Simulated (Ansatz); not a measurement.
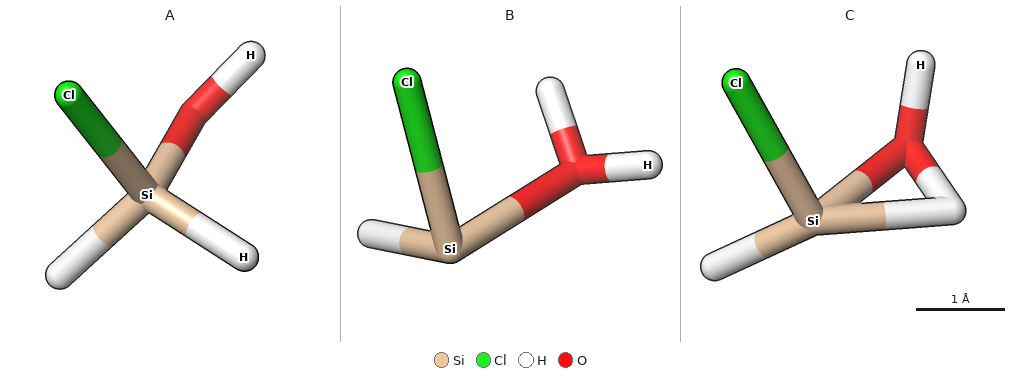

Three geometries of SiH3OCl: a saddle point and the two minima that it joins, in shuffled order. A stick model, seen at a tilt. Sticks join atoms that are closer than about 1.2 times the sum of their covalent radii (a little more with hydrogen).

Stationary points at PBE0-D4/def2-TZVP, single-point energies with CCSD(T)/CBS, B97M-V, wB97X-V, PBE0-D4, BHLYP-D4, SPW92 (LDA) (def2-TZVPP where no basis is named; Ansatz 0.2.0). The energies are electronic, without zero-point or thermal terms, and both ends are the minima reached downhill from the saddle, with any fragments still in contact. CCSD(T)/CBS stands for a frozen-core estimate: MP2 correlation extrapolated from def2-TZVPP and def2-QZVPP, CCSD(T) minus MP2 from the smaller set.

Q: Identify the saddle point and describe the reaction.

A: Frame C is the saddle point. From B over the saddle to A, a bond forms: H–Si (2.54 → 1.63 → 1.48 Å). A bond breaks: H–O (0.96 → 1.27 → 2.58 Å). Bonds that stay but change much: O–Si (2.06 → 1.87 → 1.63 Å). The saddle has one imaginary mode, 1526i cm⁻¹. With CCSD(T)/CBS the barrier is 113.3 kJ/mol from B and 346.8 kJ/mol from A, and A lies 233.5 kJ/mol below B.

```csv
level,barrier from B (kJ/mol),barrier from A (kJ/mol),A less B (kJ/mol)
CCSD(T)/CBS,113.3,346.8,−233.5
B97M-V,104.6,331.6,−227.0
wB97X-V,113.6,350.2,−236.6
PBE0-D4,104.2,327.8,−223.6
BHLYP-D4,131.1,371.2,−240.1
SPW92 (LDA),73.6,282.9,−209.3
```

Against CCSD(T)/CBS, wB97X-V comes closest on the barrier from B (+0.3 kJ/mol) and SPW92 (LDA) misses most (−39.7 kJ/mol).
